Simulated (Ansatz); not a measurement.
# The pair CO···H₂: a pair, distance and turn

A grid of calculations on the pair CO···H₂, to see where the energy is lowest and how it rises around there.

The runs use Ansatz 0.2.0; RKS wB97X-V/def2-TZVPD.

## 1. Starting geometry

4 atoms, charge 0, spin multiplicity 1.

Atoms are counted from 1 here; the program's logs count them from 0.

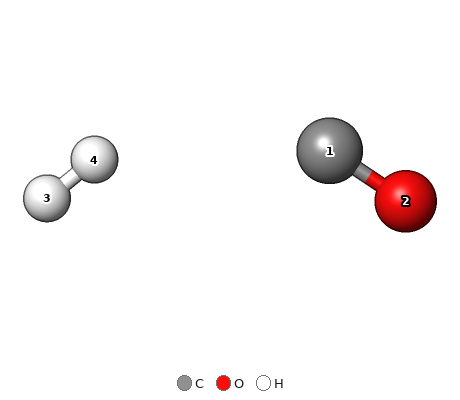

Start geometry, drawn with carbon grey, oxygen red, hydrogen white; atoms are numbered from 1 in the order of the file.

Geometry (Å):

```mol
CH2O
  3D, bonds by distance, orders not assigned

  4  2  0  0  0  0  0  0  0  0999 V2000
   -0.0907    0.3278   -1.3816 C   0  0
    0.4132   -0.0991   -2.3129 O   0  0
   -0.0293   -0.3141    2.1474 H   0  0
   -0.2931    0.0855    1.5471 H   0  0
  1  2  8  0
  3  4  8  0
M  END
```

## 5. The grid

First coordinate, distance H4···C1: 13 values from 2.666 to 5.266 Å. Second coordinate, turn of C1, O2 about its own atom C1: 12 values from −180 to 150 °, periodic.

Nothing else is relaxed (both partners rigid). Energies count from the two partners far apart, frozen as in the relaxed pair, each in its own basis (no counterpoise correction). Points are written as (first, second).

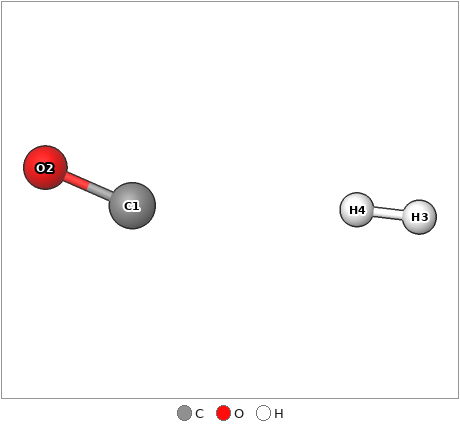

The geometry at (2.666 Å, 30°).

(The set-up runs are not shown.)

## 6. The run at (3.224 Å, 0°)

Contents of input.yaml:

```yaml
crystal:
  periodic: [false, false, false]
  atoms:
    - { symbol: C, position_ang: [0.097191, 0.1372, -1.535087] }
    - { symbol: O, position_ang: [0.287921, 0.098108, -2.643931] }
    - { symbol: H, position_ang: [-0.195811, -0.165536, 2.408556] }
    - { symbol: H, position_ang: [-0.18065, -0.063425, 1.670647] }
basis:
  gaussian: { orbitals: def2-TZVPD }
hamiltonian:
  xc: { name: wB97X-V }
output:
  forces: true
```

Launch:

```console
$ ansatz run input.yaml --threads 1 --pin off --max-ram 2560MiB --backend cpu --events-out ev --progress --plain --runs-dir out
```

Further runs follow: the other points that were computed.

**Question.** What will these runs give? Wanted: lowest point; highest computed point; dipole moment; largest force on an atom.

As calculated:

```
                       quantity                                                                           value
                   lowest point                                                        (3.224 Å, 0°), −11.8 meV
         highest computed point                                    (2.666 Å, −180°), 762.2 meV above the lowest
              dipole moment (D)  0.02 at (3.651 Å, −180°) to 0.71 at (2.666 Å, −180°); 0.15 at the lowest point
largest force on an atom (eV/Å)     0.00 at (3.224 Å, 0°) to 2.36 at (2.666 Å, −180°); 0.00 at the lowest point
        time for the whole task                                                 11 min on 1 thread, shared host
```

The lowest computed point is at (3.224 Å, 0°), −11.8 meV from the two partners far apart, frozen as in the relaxed pair, each in its own basis (no counterpoise correction). The grid is coarse, so the lowest point of the scanned range may lie between grid points; coordinates that were held can hide deeper minima. A higher local minimum lies near (4.140 Å, −180°) (3.2 meV above the lowest at that grid point). The highest computed point, (2.666 Å, −180°), lies 762.2 meV above the lowest. On the interpolated surface the easiest way out of the lowest well to the well at (4.140 Å, −180°) passes a barrier of about 8.1 meV. Round the minimum the two coordinates are nearly uncoupled. No counterpoise correction was made, so wells between separate parts tend to come out somewhat too deep.
